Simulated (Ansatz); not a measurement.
```xyz
9

C    -1.2425   -2.4898    1.0956
F    -1.4528    0.3619    0.8492
S     0.8195   -0.9460   -0.8894
Si   -0.3435   -0.8527    0.9310
H    -1.8406   -2.7006    0.1863
H    -0.5228   -3.3206    1.2402
H    -1.9311   -2.4676    1.9644
H     0.5286   -0.5257    2.1006
H     1.5045    0.2070   -0.6392
```

Geometry: BLYP-D3(BJ)/def2-SVP.

Computed with Ansatz, isolated molecule in a Gaussian basis; Kohn-Sham density functional theory, functional PBE0.

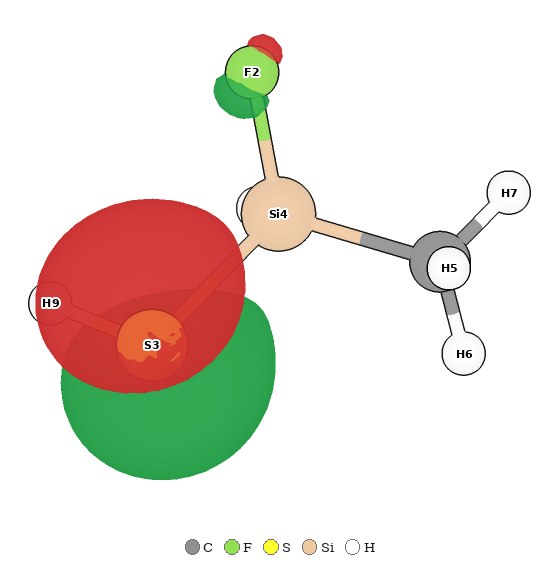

CH₅FSSi. The HOMO at ±0.15 Å⁻³ᐟ² (green and red are the two phases), seen at a tilt.

Question: What is the character of this orbital?

Answer: Its weight (Hirshfeld) is mainly on S3 (about 85 %); largely a lone pair of S3. Its energy is −7.80 eV.
